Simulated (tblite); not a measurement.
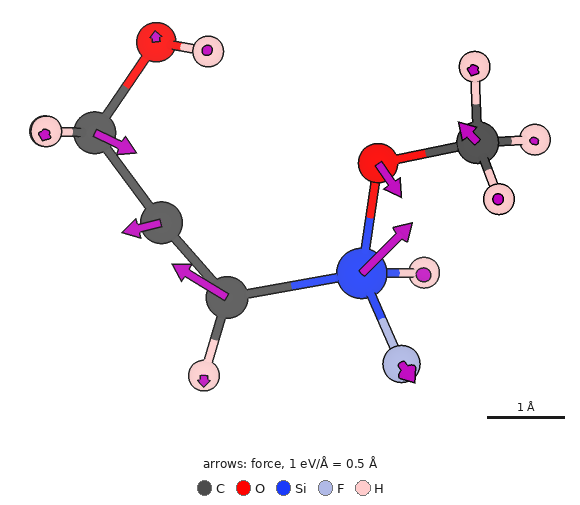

Starting geometry of C4H8FO2Si (multiplicity 2) with the computed forces as purple arrows. Style: ball-and-stick. Shown at a tilt.

Level of theory: tblite 0.8.0, GFN2-xTB geometry optimisation, gas phase. 

Is this structure relaxed? If not, where do the atoms go?

Answer. It isn't relaxed: the largest force vector, on the Si atom, is 1.96 eV/Å. The final displacements have little in common with the starting forces (cosine between the two patterns 0.13). The atom that moves furthest after the best rigid fit is an H atom (0.85 Å). By element the largest moves are H 0.85 Å, O 0.67 Å, C 0.37 Å, F 0.29 Å, Si 0.18 Å. Some distances before and after: C–Si 1.825 → 1.897 Å, O–Si 1.656 → 1.620 Å, H–Si 1.480 → 1.452 Å, C–O 1.432 → 1.406 Å. Among the angles between lasting bonds that change: C–C–C 174.9° → 141.7°, C–O–Si 117.4° → 129.1°, Si–C–C 120.6° → 128.8°. Over 112 geometry steps the energy falls by 50.7 kJ/mol. Cost: 0.67 s on 1 thread of Arm Neoverse V2, with other jobs on the host.
